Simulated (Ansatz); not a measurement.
Geometry relaxation, with input and output: TiSiH₄Cl₄O (part 2 of 2)

Continued. System: TiSiH₄Cl₄O. Method: RHF/def2-SVP (Ansatz 0.2.0). The input holds or restrains some coordinates. It belongs to a series of runs on one base structure; here: pulled along the bonds that form and break, towards end B.

Geometry of the input (Å):
```
Ti 0.0000  0.0000  0.0000
Cl 0.0000  0.0000  2.7200
Cl 2.2349  0.0000  -0.7892
Cl -1.1163  1.9339  -0.7892
Cl -1.1163  -1.9339  -0.7892
O  -2.1067  0.0000  0.7000
Si -3.3467  -0.9102  0.0243
H  -2.8457  -2.2382  -0.3179
H  -4.4387  -1.0354  0.9852
H  -3.8347  -0.2490  -1.1825
H  -1.4892  0.0000  1.9123
```

Trajectory as extended XYZ (Å, eV, eV/Å), 9 of the 16 frames kept, from step=1 to step=16:
```
11
Properties=species:S:1:pos:R:3:forces:R:3 step=1 energy=-83042.16854
Ti    0.0000    0.0000    0.0000   -2.9001   0.2770  -0.5340
Cl    0.0000    0.0000    2.7200   -0.7086  -0.0080  -2.2863
Cl    2.2349    0.0000   -0.7892   -2.4327   0.0096   0.9645
Cl   -1.1163    1.9339   -0.7892    2.2659  -1.2319  -0.0635
Cl   -1.1163   -1.9339   -0.7892    6.9812   1.1969  -1.5950
O    -2.1067    0.0000    0.7000    2.8274  -0.4668   3.8582
Si   -3.3467   -0.9102    0.0243   -1.4161   0.2316   0.8366
H    -2.8457   -2.2382   -0.3179   -3.1543  -0.4402   0.9482
H    -4.4387   -1.0354    0.9852   -0.2868   0.2833   0.4595
H    -3.8347   -0.2490   -1.1825    0.0753   0.2280  -0.2911
H    -1.4892    0.0000    1.9123   -1.2512  -0.0794  -2.2971
11
Properties=species:S:1:pos:R:3:forces:R:3 step=3 energy=-83043.48046
Ti   -0.1755    0.0057   -0.2843   -2.5663   0.1918   1.0050
Cl   -0.1006   -0.0006    2.9680   -1.9753  -0.0035  -1.9536
Cl    2.1701    0.0010   -0.7700   -2.1732   0.0527   0.6489
Cl   -1.0703    1.9327   -0.8143    1.5128   0.6129  -1.1972
Cl   -0.9778   -1.9351   -0.8464    4.3158  -0.6949  -2.1908
O    -2.0560   -0.0098    0.4651    1.9449  -0.6995   1.7653
Si   -3.3754   -0.9086    0.0215   -0.3135   0.4642  -0.0860
H    -2.9071   -2.2488   -0.2999   -1.8233  -0.3905   0.5541
H    -4.4460   -1.0251    1.0014   -0.2153   0.3717   0.5748
H    -3.8417   -0.2471   -1.1932   -0.4446   0.0306  -0.4144
H    -1.2791    0.0029    2.2257    1.7380   0.0645   1.2937
11
Properties=species:S:1:pos:R:3:forces:R:3 step=5 energy=-83045.95405
Ti   -0.3201    0.0166   -0.3969   -1.7247  -0.1082   1.1403
Cl   -0.0849   -0.0024    3.1354   -1.1087   0.0336  -0.9904
Cl    1.9553    0.0204   -0.6923   -1.0309   0.1675   0.5944
Cl   -0.9471    2.0296   -0.9794    0.5393   0.2064  -0.8518
Cl   -0.6868   -2.0284   -1.0837    1.0152  -0.1270  -1.1490
O    -1.9980   -0.1023    0.4404    2.1783  -0.1372   0.3474
Si   -3.3923   -0.8973    0.0116   -0.3663  -0.3207  -0.1271
H    -3.0276   -2.2846   -0.2700   -0.4291  -0.2074   0.0573
H    -4.4412   -0.9592    1.0451    0.0897   0.4603   0.2448
H    -3.8874   -0.2441   -1.2136   -0.1673   0.0408  -0.0369
H    -1.2292    0.0189    2.4769    1.0043  -0.0081   0.7709
11
Properties=species:S:1:pos:R:3:forces:R:3 step=7 energy=-83046.99541
Ti   -0.3765    0.0062   -0.4420   -1.8156  -0.4781   0.8341
Cl   -0.0469    0.0062    3.1124   -1.5163   0.0572  -0.7107
Cl    1.8332    0.0871   -0.4402   -0.0980   0.0864   0.6216
Cl   -0.8646    1.9981   -1.2350    0.0444  -0.3444  -0.3703
Cl   -0.5483   -1.9725   -1.4379    0.0747   0.5638  -0.4703
O    -1.9398   -0.2334    0.5349    1.7434   0.0928  -0.9085
Si   -3.3978   -0.9301    0.0501    0.0110  -0.0367   0.1466
H    -3.1354   -2.3461   -0.2493   -0.1820  -0.0490   0.0650
H    -4.4148   -0.8333    1.1200    0.1538   0.1607   0.0445
H    -3.8822   -0.2383   -1.1692    0.0605  -0.0132   0.1104
H    -1.2862    0.0234    2.6300    1.5241  -0.0396   0.6377
11
Properties=species:S:1:pos:R:3:forces:R:3 step=9 energy=-83047.57241
Ti   -0.3915   -0.0040   -0.4915   -1.6286  -0.4479   0.9924
Cl   -0.0387    0.0391    3.0652   -1.5046   0.0195  -0.3328
Cl    1.7695    0.0621   -0.0666   -0.2473  -0.0038   0.2427
Cl   -0.8457    1.9017   -1.4489    0.0277  -0.1260  -0.1804
Cl   -0.5672   -1.7721   -1.7799    0.0571   0.3006  -0.2380
O    -1.8974   -0.2974    0.5433    1.7597   0.2323  -1.2708
Si   -3.3843   -0.9535    0.1012    0.0134  -0.0070   0.0969
H    -3.1853   -2.3858   -0.1810   -0.1023  -0.0289   0.0578
H    -4.3539   -0.7771    1.2016    0.0978   0.0676   0.0375
H    -3.8703   -0.2626   -1.1142    0.0164  -0.0171   0.0672
H    -1.2946    0.0169    2.6448    1.5108   0.0106   0.5276
11
Properties=species:S:1:pos:R:3:forces:R:3 step=10 energy=-83047.70196
Ti   -0.3758   -0.0126   -0.5137   -1.7341  -0.5088   0.9276
Cl   -0.0826    0.1353    3.0495   -1.5054  -0.0773  -0.2341
Cl    1.7468   -0.0087    0.0386   -0.1301  -0.0238   0.1322
Cl   -0.7876    1.8968   -1.4757    0.0205  -0.0318  -0.0732
Cl   -0.5485   -1.6614   -1.9454    0.0362   0.1874  -0.1209
O    -1.8712   -0.3507    0.5185    1.7645   0.3086  -1.3376
Si   -3.3816   -0.9780    0.1276    0.0113  -0.0082   0.0995
H    -3.2318   -2.4180   -0.1542   -0.0594  -0.0040   0.0476
H    -4.2998   -0.7687    1.2679    0.0919   0.0311  -0.0045
H    -3.8953   -0.2804   -1.0704    0.0000  -0.0089   0.0438
H    -1.3320    0.0136    2.6310    1.5046   0.1357   0.5195
11
Properties=species:S:1:pos:R:3:forces:R:3 step=12 energy=-83047.82881
Ti   -0.3435   -0.0509   -0.5507   -1.8254  -0.6107   0.8364
Cl   -0.2015    0.5042    2.9956   -1.8550  -0.5785  -0.4262
Cl    1.7160   -0.2929    0.1474   -0.1262  -0.0539   0.0221
Cl   -0.6450    1.9713   -1.3161    0.0478  -0.0804   0.0795
Cl   -0.5433   -1.4305   -2.2458    0.0225   0.1556   0.0720
O    -1.8234   -0.4968    0.4567    1.8780   0.4941  -1.3512
Si   -3.3768   -1.0548    0.1662   -0.0323  -0.0215   0.0379
H    -3.3211   -2.5010   -0.1218   -0.0208   0.0119   0.0246
H    -4.1942   -0.8003    1.3719    0.0623  -0.0024  -0.0122
H    -3.9428   -0.3260   -0.9882    0.0006  -0.0188   0.0285
H    -1.3838    0.0449    2.5586    1.8486   0.7046   0.6886
11
Properties=species:S:1:pos:R:3:forces:R:3 step=14 energy=-83047.98062
Ti   -0.3381   -0.0794   -0.5757   -1.8482  -0.6898   1.0626
Cl   -0.2851    0.8277    2.8855   -1.4118  -0.6322  -0.4359
Cl    1.6084   -0.6637    0.2155   -0.0469  -0.0478  -0.0266
Cl   -0.4459    2.0597   -0.9860    0.0339  -0.0445   0.0110
Cl   -0.5845   -1.1436   -2.4744    0.0044   0.0857   0.0560
O    -1.8116   -0.5922    0.4002    1.8537   0.6040  -1.3696
Si   -3.3761   -1.1547    0.1910    0.0282   0.0310   0.0419
H    -3.3415   -2.6089   -0.0487   -0.0054  -0.0119   0.0080
H    -4.1343   -0.8512    1.4222    0.0236  -0.0130  -0.0078
H    -3.9806   -0.4580   -0.9622   -0.0231  -0.0207   0.0142
H    -1.3700    0.2316    2.4064    1.3918   0.7393   0.6462
11
Properties=species:S:1:pos:R:3:forces:R:3 step=16 energy=-83048.03544
Ti   -0.2965   -0.0634   -0.6065   -2.0511  -0.8103   0.9400
Cl   -0.4940    1.0010    2.8028   -1.1130  -0.8713  -0.4318
Cl    1.5384   -0.8847    0.2333    0.0078   0.0079   0.0362
Cl   -0.2201    2.0922   -0.8994    0.0267   0.0385   0.0240
Cl   -0.5377   -0.9610   -2.5852    0.0202   0.0266   0.0071
O    -1.8146   -0.5796    0.2889    1.9724   0.6632  -1.1929
Si   -3.3700   -1.1874    0.2334    0.0505   0.0136   0.0203
H    -3.3185   -2.6426    0.0010   -0.0038  -0.0147   0.0068
H    -3.9980   -0.8966    1.5396   -0.0133  -0.0188  -0.0276
H    -4.1094   -0.5216   -0.8546   -0.0388   0.0075  -0.0073
H    -1.4391    0.2109    2.3204    1.1424   0.9577   0.6253
```

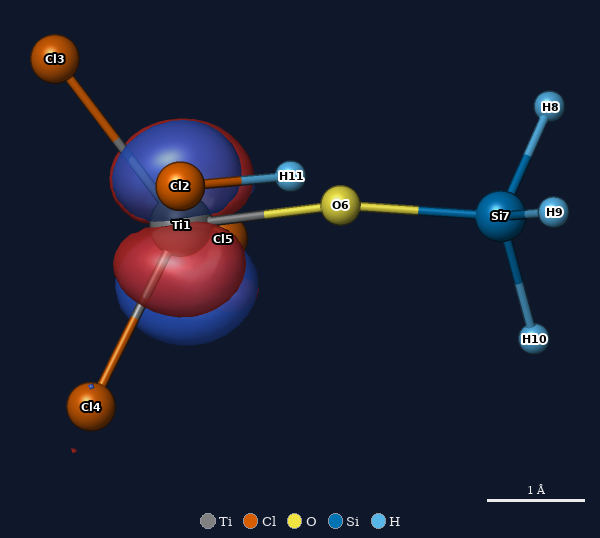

Figure 1. The LUMO at ±0.2 Å⁻³ᐟ² (blue and red are the two phases), seen from the side. By Hirshfeld shares it lies mainly on Ti1 (75 %) and Cl5 (10 %). Its energy is 0.03 eV.

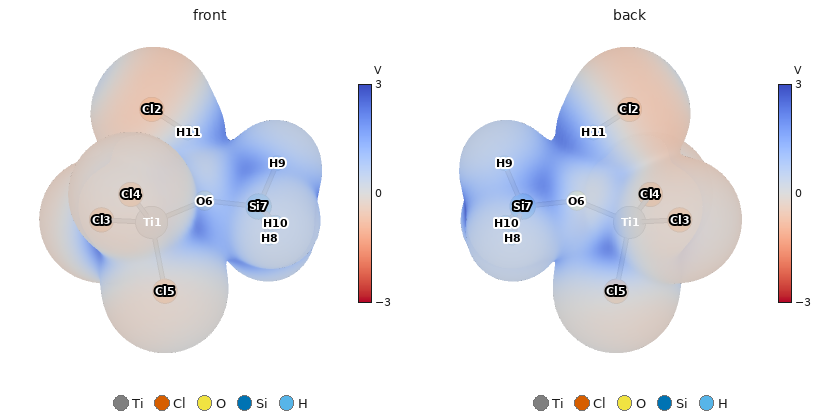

Figure 2. The molecular electrostatic potential painted on the density surface at 0.002 e/bohr³, seen at a tilt and from behind; the colour scale runs from red (negative) to blue (positive).

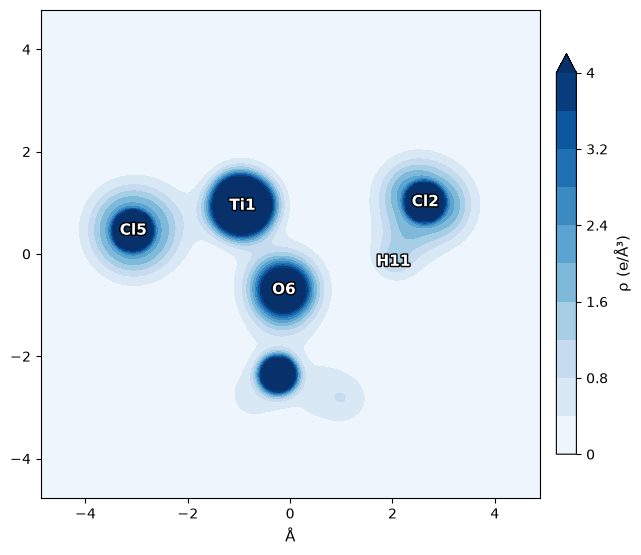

Figure 3. Electron density on the plane of atoms Cl5, Ti1 and O6. Atoms in the plane: Ti, Cl, O and H. Ti1···Cl2 (3.58 Å): ρ is about 0.04 e/Å³ halfway, with its minimum of 0.04 e/Å³ about 1.6 Å from Ti (a non-bonded, intermolecular contact). Ti–O (1.84 Å): ρ is about 0.91 e/Å³ halfway. Ti–Cl (2.19 Å): ρ at the midpoint is about 0.68 e/Å³. Cl–H (1.32 Å): ρ at the midpoint is about 1.8 e/Å³, with its minimum of 1.6 e/Å³ about 1.0 Å from Cl.

Key numbers:

| quantity | value |
| --- | --- |
| outcome | converged under the restraints of the input |
| total energy | −83048.0354 eV |
| mean-field energy | −83048.0354 eV |
| largest force (length of the vector) at the end, held atoms and coordinates included | 2.399 eV/Å |
| wall time | 2.2 min (CPU time 8 min) |
| peak memory | 0.57 GiB |
